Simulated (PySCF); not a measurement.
```xyz
14

C    -0.5510   -1.1681    0.2751
C    -1.3647    0.0632   -0.1287
N    -0.4931    1.2106    0.0458
Si    1.1949    0.8342   -0.1033
C     0.8768   -1.0224   -0.2745
H    -1.0393   -2.0936   -0.0704
H    -0.5116   -1.2150    1.3764
H    -1.7179   -0.0494   -1.1761
H    -2.2684    0.1472    0.5004
H    -0.9199    2.1238   -0.0286
H     2.0094    1.2323    1.0913
H     1.8805    1.4305   -1.2984
H     0.9168   -1.2893   -1.3444
H     1.5973   -1.6675    0.2494
```

Geometry: PBE0-D3(BJ)/def2-SVP.

Method: PBE0/def2-SVPD, SCF density, gas phase in PySCF.

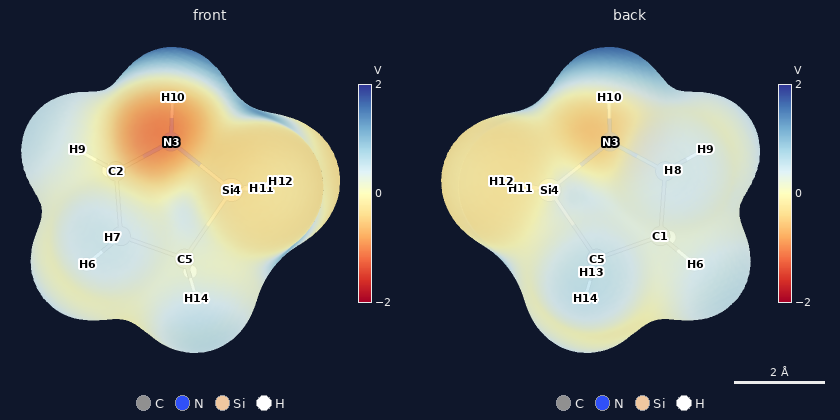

C3H9NSi (SMILES C1CN[SiH2]C1). The molecular electrostatic potential painted on the density surface at 0.002 e/bohr³, seen from the front and from behind; red is negative and blue positive.

Which sites attract a positive test charge, and which a negative one?

A positive charge is drawn to the negative regions and a negative charge to the positive ones. The most negative region (about −1.0 V) lies over N3, the most positive (about +1.6 V) over H10. N3 is the likeliest acceptor of a hydrogen bond.
